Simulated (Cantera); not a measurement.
A closed system holds: 1 mol Si(CH3)4, 4 mol HCl, 2.4 mol H2, at 1330 Pa.

Equilibrium computed with Cantera from the NASA thermochemical tables; the gas is ideal and each condensed phase is pure. Candidate condensed phases: C, C6H6, C7H8, C8H18, Si, SiC; 109 gas species. The tables' values for SiCl3 are old estimates; treat these amounts as uncertain. The numbers say what is thermodynamically allowed, not how fast it happens.

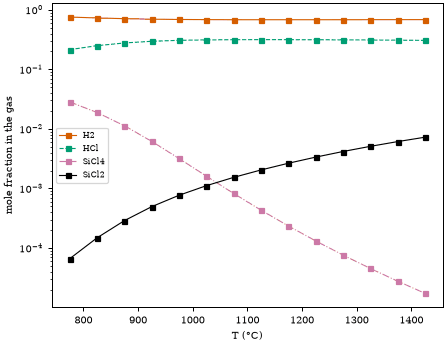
*Equilibrium gas composition (values under 1e-9 drawn at 1e-9)*

From 775 °C to 1425 °C the condensed part is C(graphite) + SiC(s). The main Si-bearing gas is SiCl4 at 775 °C and SiCl2 at 1425 °C.
